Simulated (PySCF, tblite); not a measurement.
**CH8Cl2O2Si3: geometry, infrared bands and NMR shifts**

Aim: predict the infrared bands and NMR shifts of CH8Cl2O2Si3 (`[SiH3]O[SiH2]O[SiH2]C(Cl)Cl`).

Programs: tblite 0.8.0 and PySCF 2.14.0, with density-fitted response routines of our own. Each step states its level of theory. These are calculated values for one molecule in the gas phase, unless marked as measured. Atoms count from 0, in the outputs and in this text.

## Step 1: The starting structure

16 atoms, charge 0, multiplicity 1; geometry from: force field or distance geometry start.

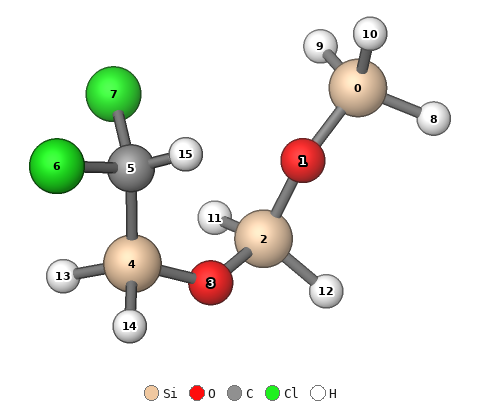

The starting geometry (silicon light orange, oxygen red, carbon grey, chlorine green, hydrogen white), atoms numbered; sticks join atoms by distance.

## Step 2: Optimising the geometry with GFN2-xTB

The job: settings as JSON, then the geometry in Å.

```
{"job": {"kind": "relax", "xc": "GFN2-xTB", "basis": "xTB"}, "charge": 0, "multiplicity": 1}
Si    -1.958100     1.863000     1.495800
O     -0.965800     1.245200     0.332600
Si    -1.078200     0.595800    -1.170500
O      0.405500     0.125600    -1.699400
Si     1.592100    -0.961000    -1.247000
C      2.015300    -0.975600     0.543100
Cl     3.541500    -1.867000     0.790100
Cl     0.726900    -1.746100     1.488300
H     -2.648900     3.060500     0.958500
H     -2.978400     0.848500     1.887300
H     -1.167800     2.248900     2.681100
H     -1.999700    -0.571000    -1.144000
H     -1.625300     1.624400    -2.090000
H      1.183300    -2.307300    -1.733100
H      2.788000    -0.592700    -2.058500
H      2.162000     0.034800     0.954400
```

Run with:

```sh
OMP_NUM_THREADS=1 python probes_run.py task.json out
```

This one command runs all jobs of the session in turn.

Standard output:

```text
step      E/eV     max force
  0    -785.08848    3.206
  1    -785.24619    1.056
  2    -785.29996    0.609
  3    -785.33423    0.466
  4    -785.35835    0.533
  5    -785.37931    0.404
  6    -785.39606    0.296
  7    -785.41074    0.399
  8    -785.42231    0.303
  9    -785.43112    0.226
 10    -785.43685    0.160
 11    -785.44108    0.198
 12    -785.44473    0.201
 13    -785.44753    0.117
 14    -785.44939    0.112
 15    -785.45094    0.133
 16    -785.45264    0.177
 17    -785.45453    0.151
 18    -785.45648    0.124
 19    -785.45806    0.096
 20    -785.45920    0.089
 21    -785.46026    0.099
 22    -785.46164    0.106
 23    -785.46355    0.137
 24    -785.46593    0.149
 25    -785.46838    0.173
 26    -785.47059    0.147
 27    -785.47257    0.134
 28    -785.47465    0.113
 29    -785.47719    0.167
 30    -785.48020    0.173
 31    -785.48300    0.199
 32    -785.48488    0.152
 33    -785.48592    0.065
 34    -785.48659    0.075
 35    -785.48728    0.091
 36    -785.48826    0.122
 37    -785.48964    0.107
 38    -785.49134    0.107
 39    -785.49294    0.108
 40    -785.49423    0.106
 41    -785.49504    0.083
 42    -785.49568    0.089
 43    -785.49638    0.089
 44    -785.49749    0.114
 45    -785.49861    0.115
 46    -785.49938    0.058
 47    -785.49972    0.049
 48    -785.50012    0.079
 49    -785.50068    0.102
 50    -785.50229    0.113
 51    -785.50306    0.077
 52    -785.50375    0.051
 53    -785.50414    0.050
 54    -785.50468    0.061
 55    -785.50531    0.061
 56    -785.50602    0.057
 57    -785.50652    0.044
 58    -785.50682    0.043
 59    -785.50699    0.047
 60    -785.50730    0.052
 61    -785.50772    0.054
 62    -785.50890    0.082
 63    -785.50959    0.078
 64    -785.51017    0.075
 65    -785.51058    0.054
 66    -785.51090    0.053
 67    -785.51130    0.060
 68    -785.51199    0.048
 69    -785.51257    0.056
 70    -785.51290    0.061
 71    -785.51331    0.062
 72    -785.51395    0.062
 73    -785.51485    0.070
 74    -785.51583    0.070
 75    -785.51670    0.072
 76    -785.51729    0.067
 77    -785.51762    0.111
 78    -785.51840    0.066
 79    -785.51927    0.060
 80    -785.52047    0.066
 81    -785.52197    0.061
 82    -785.52354    0.069
 83    -785.52485    0.093
 84    -785.52603    0.085
 85    -785.52752    0.175
 86    -785.52949    0.098
 87    -785.53176    0.077
 88    -785.53302    0.078
 89    -785.53397    0.087
 90    -785.53584    0.080
 91    -785.53779    0.074
 92    -785.53926    0.067
 93    -785.53992    0.078
 94    -785.54029    0.090
 95    -785.54075    0.087
 96    -785.54193    0.067
 97    -785.54288    0.056
 98    -785.54343    0.050
 99    -785.54369    0.038
100    -785.54389    0.031
101    -785.54418    0.037
102    -785.54453    0.049
103    -785.54479    0.036
104    -785.54493    0.024
105    -785.54502    0.028
106    -785.54512    0.027
107    -785.54529    0.036
108    -785.54551    0.039
109    -785.54572    0.034
110    -785.54586    0.024
111    -785.54594    0.019
112    -785.54601    0.018
113    -785.54612    0.028
114    -785.54631    0.038
115    -785.54659    0.043
116    -785.54690    0.046
117    -785.54717    0.045
118    -785.54741    0.040
119    -785.54766    0.048
120    -785.54795    0.043
121    -785.54820    0.043
122    -785.54837    0.042
123    -785.54849    0.030
124    -785.54859    0.029
125    -785.54869    0.025
126    -785.54876    0.021
127    -785.54880    0.018
128    -785.54884    0.019
129    -785.54890    0.028
130    -785.54898    0.029
131    -785.54905    0.020
132    -785.54909    0.018
133    -785.54912    0.013
134    -785.54914    0.015
135    -785.54916    0.013
136    -785.54919    0.012
137    -785.54921    0.016
138    -785.54923    0.015
139    -785.54926    0.017
140    -785.54930    0.015
141    -785.54934    0.015
142    -785.54939    0.012
143    -785.54942    0.012
144    -785.54944    0.014
145    -785.54947    0.013
146    -785.54951    0.015
147    -785.54956    0.018
148    -785.54963    0.029
149    -785.54974    0.037
150    -785.54987    0.037
151    -785.55001    0.023
152    -785.55009    0.020
153    -785.55013    0.014
154    -785.55016    0.014
155    -785.55019    0.010
156    -785.55023    0.011
157    -785.55025    0.014
158    -785.55028    0.012
159    -785.55030    0.008
```

Run time: 5.8 s. Hardware: 1 thread of Intel Xeon at 2.50GHz, shared host; peak memory 0.18 GiB.

Relaxation path: (not every step is listed)

```
step  energy from step 0 (eV)  largest force (eV/Å)
   0                   0.0000                3.2064
   1                  -0.1577                1.0564
   2                  -0.2115                0.6090
   3                  -0.2458                0.4657
   4                  -0.2699                0.5332
   5                  -0.2908                0.4038
   6                  -0.3076                0.2965
   7                  -0.3223                0.3994
   8                  -0.3338                0.3035
  22                  -0.3732                0.1057
  36                  -0.3998                0.1216
  50                  -0.4138                0.1133
  64                  -0.4217                0.0748
  78                  -0.4299                0.0655
  92                  -0.4508                0.0668
 106                  -0.4566                0.0268
 120                  -0.4595                0.0433
 134                  -0.4607                0.0147
 148                  -0.4611                0.0289
 154                  -0.4617                0.0142
 155                  -0.4617                0.0099
 156                  -0.4618                0.0112
 157                  -0.4618                0.0142
 158                  -0.4618                0.0118
 159                  -0.4618                0.0083
```

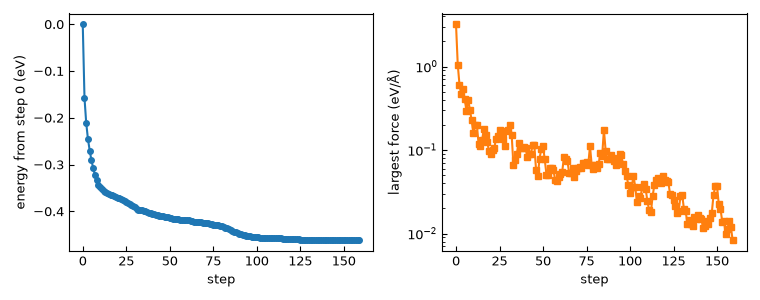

Energy and force, step by step.

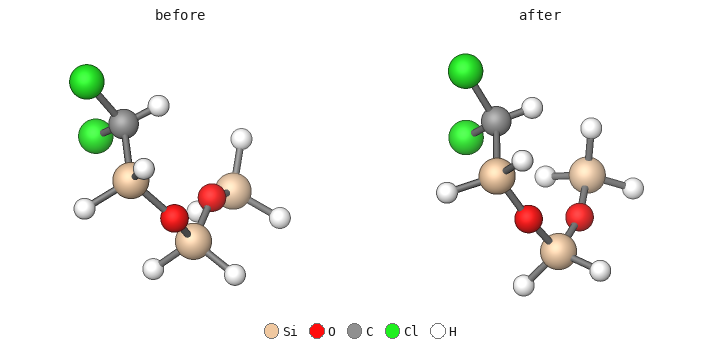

Before and after, at one scale.

Close pairs (by a distance rule), those that changed most:

```
   bond  before (Å)  after (Å)  change (Å)
 Si4–C5       1.840      1.927      +0.087
 O3–Si4       1.671      1.604      -0.068
 O1–Si2       1.641      1.607      -0.035
Si4–H14       1.491      1.458      -0.033
Si4–H13       1.489      1.456      -0.033
Si2–H11       1.487      1.454      -0.033
 Si0–H9       1.491      1.459      -0.032
Si2–H12       1.484      1.454      -0.030
```

The next job starts from the end point, and lists it.

## Step 3: Infrared spectrum with GFN2-xTB

The job: settings as JSON, then the geometry in Å.

```
{"job": {"kind": "ir", "xc": "GFN2-xTB", "basis": "xTB"}, "charge": 0, "multiplicity": 1}
Si    -1.521260     1.610590     1.508975
O     -1.527550     1.260111    -0.079570
Si    -1.336798     0.567413    -1.516591
O      0.118145    -0.169277    -1.603019
Si     1.476921    -0.909920    -1.181882
C      1.700312    -0.753315     0.725498
Cl     3.254368    -1.451866     1.221667
Cl     0.379320    -1.599971     1.553460
H     -2.321961     2.827849     1.608627
H     -2.111717     0.483782     2.223182
H     -0.129537     1.847013     1.896305
H     -2.340456    -0.473117    -1.674289
H     -1.275573     1.636820    -2.499502
H      1.356088    -2.327446    -1.490058
H      2.582396    -0.191961    -1.805077
H      1.689704     0.269390     1.100866
```

Standard output:

```text
mode    cm-1     km/mol
  1      14.4      0.28
  2      27.4      0.36
  3      39.3      0.20
  4      55.9      0.22
  5      66.4      3.17
  6      74.2      6.99
  7     101.6      2.95
  8     105.7      1.30
  9     180.6      5.78
 10     197.3      5.75
 11     269.6     20.90
 12     282.8     19.90
 13     491.0     26.02
 14     517.3     26.71
 15     561.0     78.39
 16     579.2     33.68
 17     584.6     16.01
 18     598.4    121.40
 19     603.8     32.40
 20     611.3     41.18
 21     627.5     29.45
 22     669.0     22.71
 23     726.6    298.57
 24     745.7    295.25
 25     764.6    351.45
 26     772.7    360.16
 27     778.1     97.75
 28     783.9    214.83
 29     797.7    168.02
 30     820.4    154.16
 31    1086.8    614.26
 32    1117.6     37.11
 33    1136.5    478.59
 34    1165.5     44.02
 35    2239.9    334.14
 36    2276.8    350.41
 37    2293.3     74.48
 38    2306.3     47.04
 39    2313.4    594.71
 40    2328.7    192.09
 41    2334.2    152.69
 42    2951.2      3.25
```

Run time: 3.4 s. Hardware: 1 thread of Intel Xeon at 2.50GHz, shared host; peak memory 0.18 GiB.

Which atoms move in the most intense modes:

```
cm⁻¹  km/mol                                   atoms
 727   298.6  H14 25 %, H13 20 %, H12 15 %, H11 13 %
 765   351.4                      H11 38 %, H12 37 %
 773   360.2                        H9 51 %, H8 20 %
1087   614.3              O3 47 %, O1 27 %, Si2 11 %
1136   478.6                        O1 45 %, O3 30 %
2240   334.1                                H10 92 %
2277   350.4                        H8 74 %, H9 20 %
2313   594.7            H11 53 %, H14 22 %, H12 19 %
```

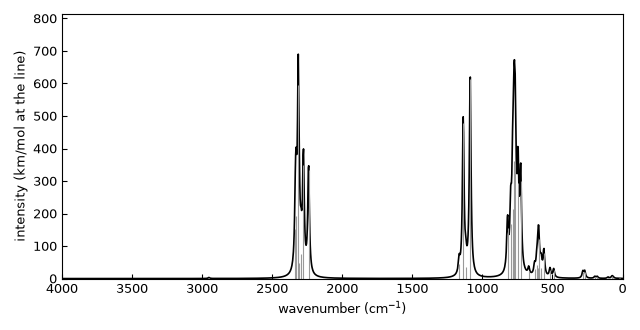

The infrared spectrum from these modes, unscaled. Lines are broadened to a width of 14 cm⁻¹ (Lorentzian).

## Step 4: Shielding tensors: PBE0/pcSseg-1

The job, as its differences from that of step 3:

```diff
@@ -1,2 +1,2 @@
-{"job": {"kind": "ir", "xc": "GFN2-xTB", "basis": "xTB"}, "charge": 0, "multiplicity": 1}
+{"job": {"kind": "nmr", "xc": "PBE0", "basis": "pcSseg-1"}, "charge": 0, "multiplicity": 1}
 Si    -1.521260     1.610590     1.508975
```

Method: GIAO PBE0/pcSseg-1 NMR shielding, non-relativistic, gas phase.

Standard output:

```text
coarse grid: 16344 points
cycle   1  E = -1981.1640430636  dE =  9.031e-01  |g| = 1.054e+00  |ddm| = 3.806e+00
cycle   2  E = -1980.8235198233  dE =  3.405e-01  |g| = 1.695e+00  |ddm| = 2.106e+00
cycle   3  E = -1981.3579758562  dE = -5.345e-01  |g| = 8.594e-02  |ddm| = 1.500e+00
cycle   4  E = -1981.3594797533  dE = -1.504e-03  |g| = 3.348e-02  |ddm| = 1.330e-01
cycle   5  E = -1981.3596878143  dE = -2.081e-04  |g| = 1.130e-02  |ddm| = 3.993e-02
cycle   6  E = -1981.3597085558  dE = -2.074e-05  |g| = 3.583e-03  |ddm| = 1.007e-02
cycle   7  E = -1981.3597106955  dE = -2.140e-06  |g| = 5.916e-04  |ddm| = 2.879e-03
final grid: 135872 points
cycle   8  E = -1981.4238298569  dE = -1.968e-05  |g| = 1.041e-02  |ddm| = 1.785e-02
cycle   9  E = -1981.4238065937  dE =  2.326e-05  |g| = 1.516e-02  |ddm| = 1.689e-02
cycle  10  E = -1981.4238472880  dE = -4.069e-05  |g| = 1.073e-03  |ddm| = 1.081e-02
cycle  11  E = -1981.4238474583  dE = -1.703e-07  |g| = 1.861e-04  |ddm| = 1.051e-03
cycle  12  E = -1981.4238474649  dE = -6.627e-09  |g| = 7.166e-05  |ddm| = 2.171e-04
cycle  13  E = -1981.4238474659  dE = -1.033e-09  |g| = 1.707e-05  |ddm| = 6.485e-05
cycle  14  E = -1981.4238474660  dE = -6.912e-11  |g| = 3.151e-06  |ddm| = 1.876e-05
converged SCF energy = -1981.4238474660

GIAO shielding tensors (ppm)
atom      isotropic    diamagn.    paramagn.     s11        s22        s33       span
  0 Si     391.824     879.697    -487.873    356.666    365.826    452.981     96.316
  1 O      294.224     399.893    -105.669    238.154    278.270    366.248    128.094
  2 Si     398.850     880.513    -481.663    389.101    400.860    406.589     17.488
  3 O      269.368     400.661    -131.293    216.498    239.487    352.120    135.622
  4 Si     386.220     879.420    -493.200    360.063    384.440    414.156     54.093
  5 C      115.061     252.670    -137.609     70.723    134.428    140.033     69.310
  6 Cl     775.822    1145.056    -369.234    481.674    797.783   1048.008    566.334
  7 Cl     745.101    1149.835    -404.734    483.823    748.729   1002.749    518.926
  8 H       26.518      28.046      -1.528     22.661     24.730     32.162      9.501
  9 H       26.375      30.096      -3.721     23.109     25.793     30.222      7.113
 10 H       26.552      31.425      -4.873     22.892     26.895     29.869      6.977
 11 H       26.687      29.526      -2.838     23.331     24.415     32.317      8.986
 12 H       26.812      28.519      -1.707     22.765     24.597     33.074     10.309
 13 H       26.918      28.627      -1.709     23.407     25.773     31.573      8.167
 14 H       26.707      28.537      -1.830     22.651     25.641     31.828      9.176
 15 H       26.013      32.357      -6.344     19.822     27.533     30.683     10.861
```

Run time: 2.5 min. Hardware: 1 thread of Intel Xeon at 2.50GHz, shared host; peak memory 0.94 GiB.

The references, computed at this level on geometries of the same kind, shield at (ppm): ¹H TMS 31.72, ¹³C TMS 186.9, ²⁹Si TMS 349.2, ¹⁷O H2O 336.1, ³⁵Cl HCl 950. Their shielding less the atom's gives the shift. The references are single molecules in the gas phase, so shifts against H2O, NH3, PH3, H3PO4 or CFCl3 are not on the usual liquid scales and can be off by tens of ppm. Atoms listed in one row are averaged.

| atoms | environment | σ (ppm) | δ (ppm) | δ scaled to CDCl3 |
| --- | --- | --- | --- | --- |
| C5 | sp3 CH bonded to 2 Cl and Si | 115.1 | 71.9 | 68.2 |
| H15 | hydrogen on an sp3 CH bonded to 2 Cl and Si | 26.01 | 5.70 | 5.48 |
| H8, H9, H10 | hydrogen on a silicon bonded to O | 26.48 | 5.24 | – |
| H11, H12 | hydrogen on a silicon bonded to 2 O | 26.75 | 4.97 | – |
| H13, H14 | hydrogen on a silicon bonded to C, O | 26.81 | 4.90 | – |
| Si4 | silicon bonded to C, O, 2 H | 386.2 | -37.1 | – |
| Si0 | silicon bonded to O, 3 H | 391.8 | -42.7 | – |
| Si2 | silicon bonded to 2 O, 2 H | 398.9 | -49.7 | – |
| O3 | oxygen bonded to 2 Si | 269.4 | 66.7 | – |
| O1 | oxygen bonded to 2 Si | 294.2 | 41.9 | – |
| Cl6, Cl7 | chlorine bonded to C | 760 | 189 | – |

The scaled column applies a straight-line fit of computed shieldings to shifts measured in CDCl3, with any fitted terms for Cl, Br or S neighbours (root-mean-square error 0.16 ppm for H, 1.9 ppm for C).

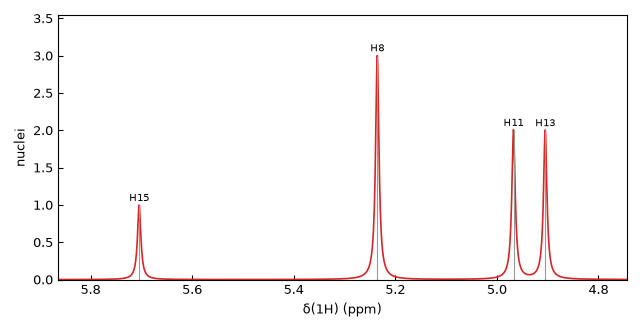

¹H lines at the computed shifts, without couplings. Lines are broadened to a width of 0.01 ppm (Lorentzian).

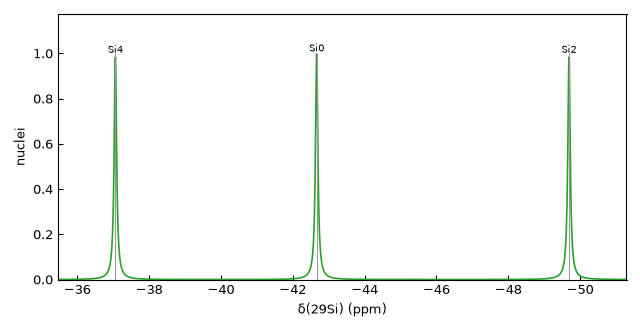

²⁹Si lines at the computed shifts, without couplings. Lines are broadened to a width of 0.08 ppm (Lorentzian).

Charges from the same density, by scheme (e):

| atoms | Mulliken | IAO | Hirshfeld | ESP fit |
| --- | --- | --- | --- | --- |
| Si0 | 0.73 | 0.89 | 0.38 | 0.56 |
| O1 | -0.71 | -0.89 | -0.30 | -0.40 |
| Si2 | 1.03 | 1.23 | 0.46 | 0.66 |
| O3 | -0.71 | -0.89 | -0.30 | -0.41 |
| Si4 | 0.95 | 1.04 | 0.39 | 0.61 |
| C5 | -0.49 | -0.40 | -0.06 | -0.52 |
| Cl6, Cl7 | -0.08 | -0.06 | -0.04 | -0.03 |

IAO charges:

Si0 0.89; O1 -0.89; Si2 1.23; O3 -0.89; Si4 1.04; C5 -0.40; Cl6 -0.06; Cl7 -0.06; H8 -0.14; H9 -0.14; H10 -0.15; H11 -0.17; H12 -0.17; H13 -0.13; H14 -0.14; H15 0.18

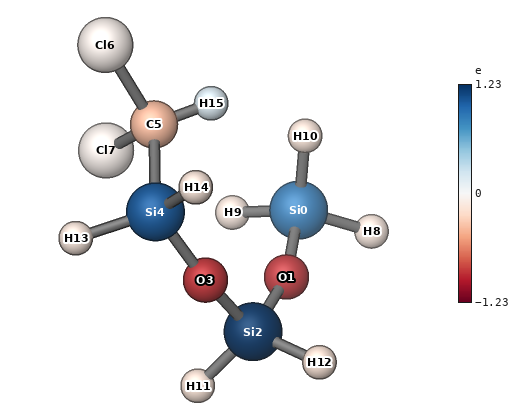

IAO charges, as colours on the atoms.

Mayer bond orders: Si0–O1 0.90, O1–Si2 0.99, Si2–O3 0.90, O3–Si4 0.99, Si4–C5 0.73, C5–Cl6 0.99, C5–Cl7 0.99.

The fields below are evaluated on a grid from the run's orbitals.

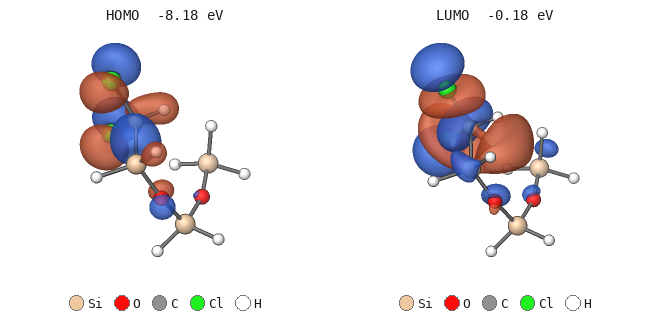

PBE0/pcSseg-1 orbitals near the gap, drawn at the value that encloses 70 % of each; the two colours are the two signs.

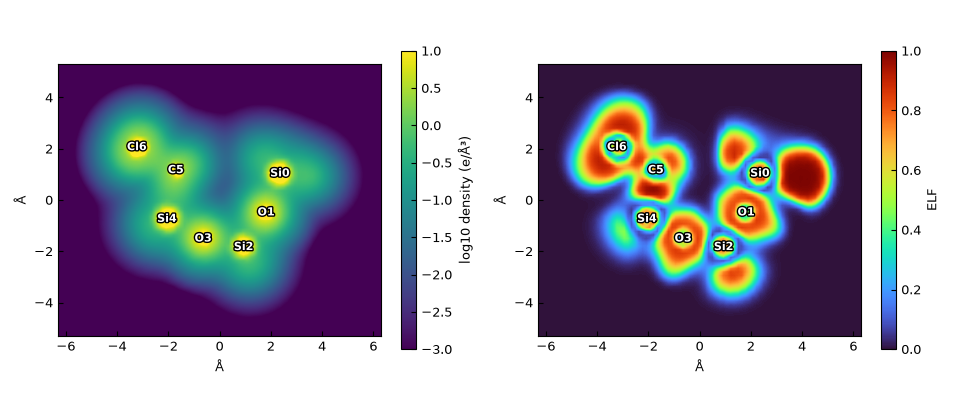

Density (left) and ELF (right) in a plane through or near 7 of the atoms.

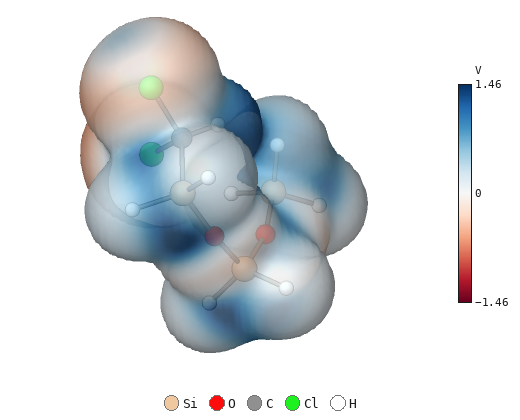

The potential that a unit positive charge feels on the 0.002 e/bohr³ surface, from -0.56 V near Cl6 to 1.46 V near H8.

## Step 5: What came out

| quantity | value |
| --- | --- |
| strongest single infrared mode (GFN2-xTB) | 1087 cm⁻¹, 614 km/mol |
| zero-point energy (GFN2-xTB) | 52.9 kcal/mol |
| ¹³C shifts against TMS (PBE0/pcSseg-1) | 71.9 ppm |
| ¹H shifts against TMS (PBE0/pcSseg-1, means over atoms taken as alike) | 5.70, 5.24, 4.97, 4.90 ppm |
| ²⁹Si shifts against TMS (PBE0/pcSseg-1) | -37.1, -42.7, -49.7 ppm |
| ¹⁷O shifts against H2O (PBE0/pcSseg-1) | 66.7, 41.9 ppm |
| ³⁵Cl shifts against HCl (PBE0/pcSseg-1, means over atoms taken as alike) | 189 ppm |
| surface potential, least and greatest | -0.56 V and 1.46 V |

In words: The optimisation took 159 steps and gained 0.462 eV; among the close pairs (by a distance rule), Si4–C5 changed most, from 1.840 to 1.927 Å. All 42 modes are real, so the xTB geometry is a minimum. The strongest single mode, at 1087 cm⁻¹, moves mainly O3 and O1. Unscaled tight-binding wavenumbers are off by several per cent, some by more. Its intensities can rank the bands wrongly. C5 stands next to heavy halogen, whose spin-orbit shielding this run leaves out, so the computed shift lies too far downfield, most of all for carbon beside Br or I. The most deshielded hydrogen is H15 (hydrogen on an sp3 CH bonded to 2 Cl and Si), at 5.70 ppm: its carbon carries Cl, an electronegative neighbour. At PBE0/pcSseg-1: The widest tensor belongs to Cl6, Cl7: span 543 ppm, with a paramagnetic part of -387 ppm.
